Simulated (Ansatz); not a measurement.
**H$_{5}$O$_{5}$Ta: density, localisation and related maps**

```
atom    x (Å)    y (Å)    z (Å)
  Ta  -0.1574  -0.1805  -0.0226
   O   1.7584  -0.3094  -0.0336
   H   2.3061  -0.3655   0.7333
   O  -0.1090  -0.2321   1.9063
   H  -0.0886  -0.2571   2.8428
   O  -0.2065  -0.1308  -1.8979
   H  -0.2361  -0.1083  -2.8349
   O  -1.0013   1.5410   0.0860
   H  -1.2139   1.9951   0.8859
   O  -1.2259  -1.7762   0.0033
   H  -1.4999  -2.2360   0.7810
```

Core potentials replace the inner electrons of Ta.

Theory: RHF/def2-SVP (Ansatz 0.2.0).

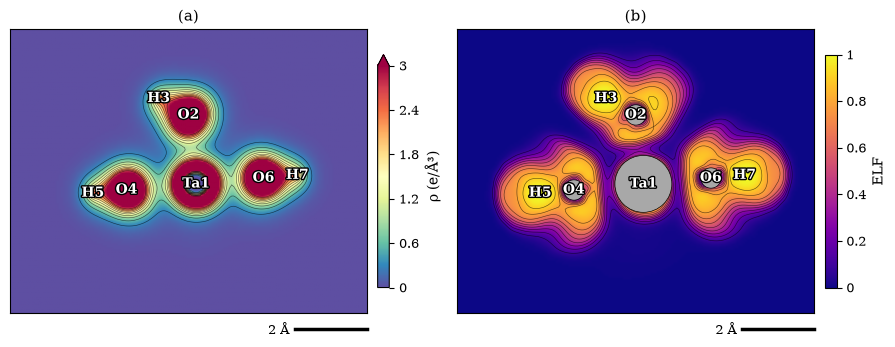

Figure 1. (a) electron density; (b) ELF on the plane of atoms O2, Ta1 and O4. Grey discs cover the atomic cores in the ELF map.

Describe what can be read from this map.

Answer. The plane passes through Ta, O and H nuclei. Ta–O (1.88 Å): the density is about 0.96 e/Å³ at the midpoint; the ELF peaks at about 0.85 in the valence shell of O, 0.5 Å from its nucleus, and drops to about 0.20 between the two atoms. O–H (0.94 Å): ρ at the midpoint is about 3.8 e/Å³; the ELF climbs to about 1 towards the hydrogen, as it does in any bond to H: an ordinary covalent bond to hydrogen. Ta–O (1.92 Å): ρ at the midpoint is about 0.98 e/Å³; the ELF peaks at about 0.85 in the valence shell of O, 0.6 Å from its nucleus, and drops to about 0.30 between the two atoms.

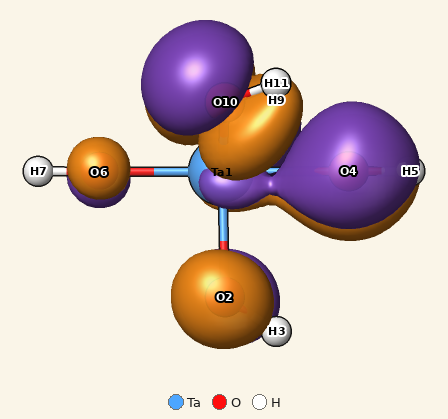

Figure 2. The HOMO at ±0.08 Å⁻³ᐟ² (orange and purple are the two phases), seen from one side.

Where does this orbital lie, and at what energy?

Answer. Its weight (Hirshfeld) is mainly on O4 (about 30 %), O8 (about 20 %), O10 (about 20 %) and O2 (about 10 %); largely a combination of lone pairs on O4, O8, O10 and O2. It is one of a degenerate set, so its orientation is arbitrary. Its energy is −12.79 eV.
